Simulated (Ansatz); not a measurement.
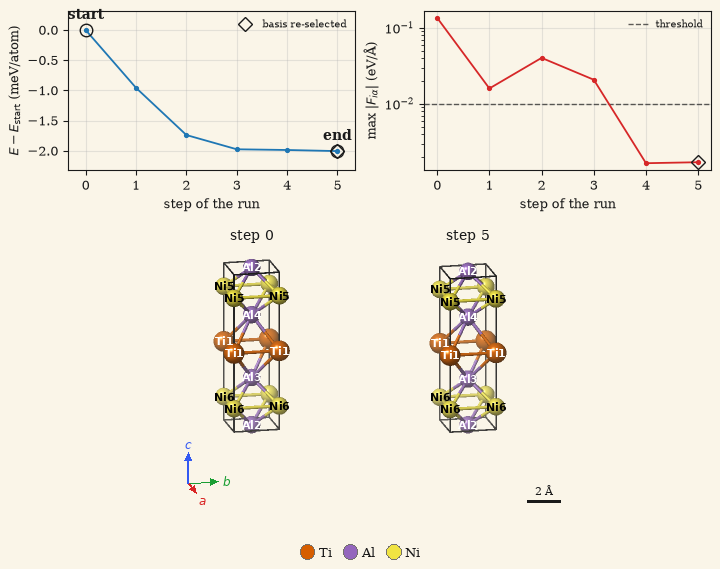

First and last geometry of a relaxation of crystalline TiAl3Ni2 (a generated structure, set up in P4/mmm), with the history of the run. The picture is a ball-and-stick view of the cell of the calculation, seen slightly off an axis.

All numbers below come from Ansatz 0.2.0, DFT PBE, scalar-relativistic, plane waves, PAW. Settings: plane-wave cutoff 420 eV; k-point mesh 14 × 14 × 4; occupations gaussian; smearing width 0.1 eV; no spin polarisation; cell and atoms relaxed; force threshold 0.01 eV/Å; at most 80 steps.

**What do the curves and the structures tell?**

It converged. After 4 accepted moves (5 points after the start) the energy has fallen by 2.0 meV per atom. Largest force component: 0.13 eV/Å at the start, 0.0017 eV/Å at the end. Pressure: −0.06 GPa at the start and 0.01 GPa at the end. At 1 point the geometry stayed and the basis and grid were re-selected for the new cell (energy shift of less than 0.05 meV per atom at most each time). The largest moves relative to the cell, 0.019 Å, are those of Al3 and Al4. Al3 goes along −c. Largest moves by element: Al 0.019 Å, Ni 0.006 Å. Ti stays in place. The drawn cell changes at constant volume: a = b 2.846 → 2.881 Å (+1.2 %), c 9.979 → 9.736 Å (−2.4 %). Among the contacts that change: Ni5–Ni6 2.976 → 2.893 Å, Ti1–Ti1 2.846 → 2.881 Å, Ni5–Ni5 2.846 → 2.881 Å, Al2–Al2 2.846 → 2.881 Å. The space group stays P4/mmm (No. 123). Cost: 80 s on 1 thread of Intel(R) Xeon(R) Platinum 8488C (Sapphire Rapids) (shared host), peak memory 0.59 GiB.
